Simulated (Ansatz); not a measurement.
Relaxed TiSi2 (C49 type, space group Cmcm):

```
TiSi2
1.0
    1.76330    -6.75838     0.00000
    1.76330     6.75838     0.00000
    0.00000     0.00000     3.56518
Si Ti
4 2
Cartesian
  1.76330  -5.96993   2.67388
  1.76330   5.96993   0.89129
  1.76330   3.37525   2.67388
  1.76330  -3.37525   0.89129
  1.76330  -1.39491   2.67388
  1.76330   1.39491   0.89129
```

In each cell atom 1 (Si, nearest neighbour Si at 2.380 Å; its periodic images, 3.5 Å or more away, move with it) moves by s·(0.707, 0.707, 0.000) (along Cartesian [110]), the rest being held.

Method: r2SCAN (plane waves to 500 eV, PAW, scalar-relativistic; Ansatz, an electronic-structure program). k mesh 11×11×11 (Γ-centred), Fermi-Dirac smearing 0.05 eV. Energies are smeared free energies. With partly filled bands, energies and forces of such displacements shift with the k mesh and the smearing. This is one of several known forms of TiSi2; the measured ambient cells at hand have space group No. 70. TiSi2 is run without spin polarisation. TiSi2 was relaxed with its symmetry unable to fall. ΔE is measured from the undisplaced structure.

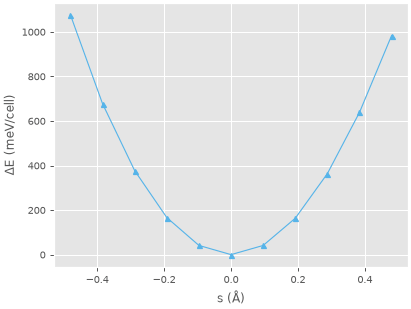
Figure. ΔE (meV/cell) against s (Å); computed points joined by lines.

Question: Is the energy the same for displacements of ±0.480 Å, and if not, which side lies higher?

Answer: Not even: the negative side lies higher at ±0.480 Å.

Question: What is the energy change at s = 0.480 Å?

Answer: About 980 meV/cell.

(For displaced atoms, the force is minus the slope of the energy, and its curvature is a force constant, which sets phonon frequencies.)
